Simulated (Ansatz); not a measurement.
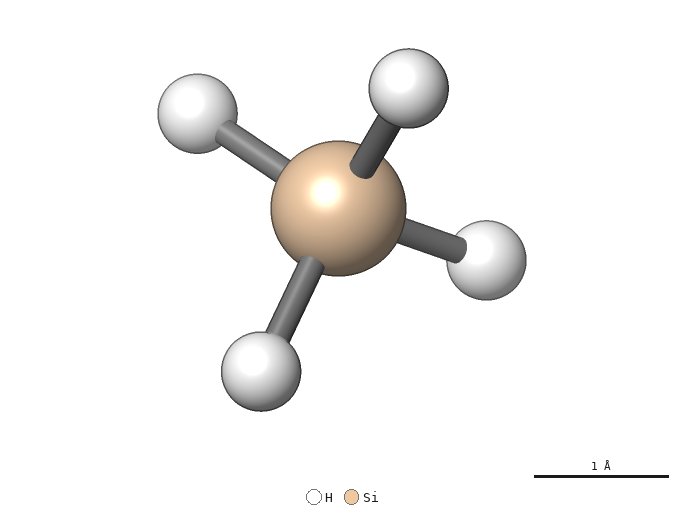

The computed structure is the end point of a PBE0-D4/def2-TZVP optimisation.

Question: What is the molecular formula?

Answer: SiH4, 5 atoms: 1 silicon and 4 hydrogen.

Question: What is the point group of this geometry?

Answer: Td.

More results for the same structure follow; atom numbers are the same in all pictures, views and colours differ.

## Shape

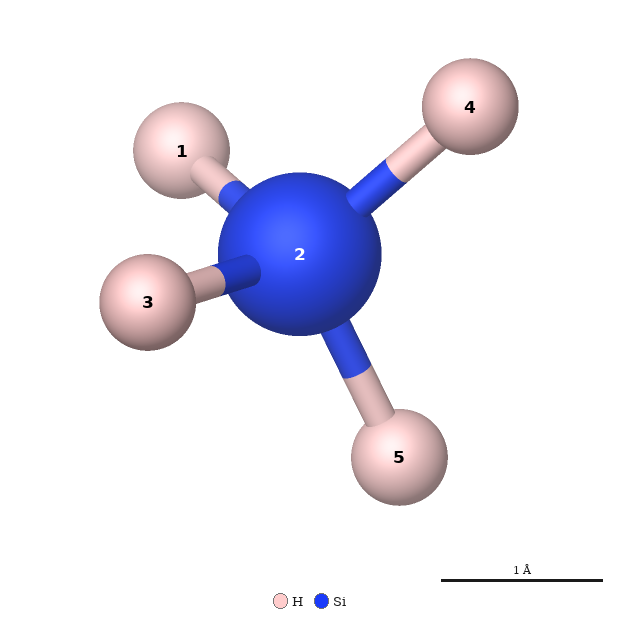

Atoms carry their numbers in the input.

List the bonds and their lengths.

```tsv
bond	length (Å)
H1–Si2	1.485
Si2–H3	1.485
Si2–H4	1.485
Si2–H5	1.485
```

## Electronic properties

Properties computed with RKS PBE0-D4/def2-TZVPP (Ansatz 0.2.0).

Question: What is the HOMO energy (Kohn–Sham orbital)?

Answer: −9.86 eV.

Question: What is the HOMO–LUMO gap?

Answer: 10.92 eV.

## Vibrations

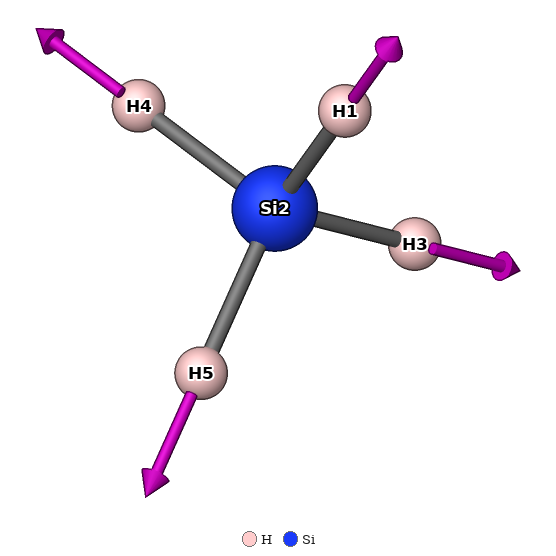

The arrows show one normal mode. Harmonic vibrations computed with RKS PBE0-D4/def2-TZVP (Ansatz 0.2.0) at a stationary point of the same level.

Question: Describe the motion.

Answer: Mostly in-phase stretching of 4 Si–H bonds.

Question: Estimate its harmonic wavenumber.

Answer: 2235 cm⁻¹; it is mode 6 of 9 counted from the lowest.

## Charges

The questions are on Mulliken charges. Method: RKS PBE0-D4/def2-TZVP (Ansatz 0.2.0).

Give the Mulliken charges atom by atom.

```csv
atom,value (e)
H1,−0.02
Si2,0.07
H3,−0.02
H4,−0.02
H5,−0.02
```

## Thermal motion

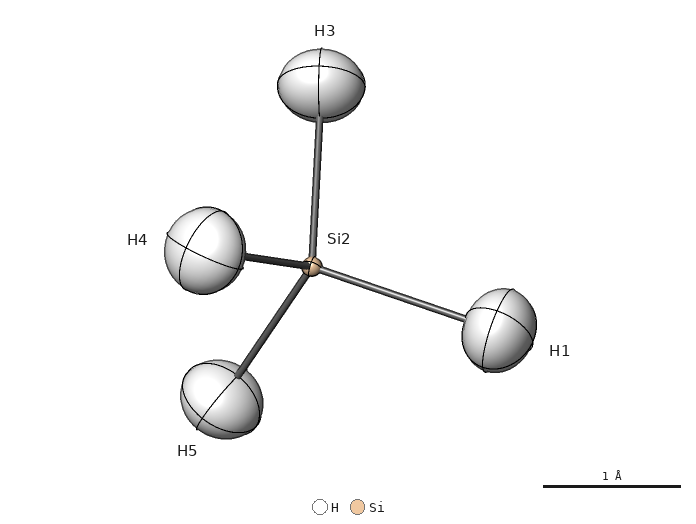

Displacement ellipsoids at the 50 % level, enlarged 2 times, from the internal vibrations of the free molecule (harmonic, no overall translation or rotation; no half-axis is drawn under 0.075 Å). Vibrations computed with RKS PBE0-D4/def2-TZVP (Ansatz 0.2.0). Temperature: 100 K.

Give the displacement parameters, one line for each set of equivalent atoms.

```csv
atom,U_eq (Å²),rms amplitudes (Å)
"H1, H3, H4, H5",0.0095,"0.085, 0.103, 0.103"
Si2,0.00007,"0.008, 0.008, 0.008"
```

Mulliken values depend strongly on the basis set and can even reverse the polarity of a bond.
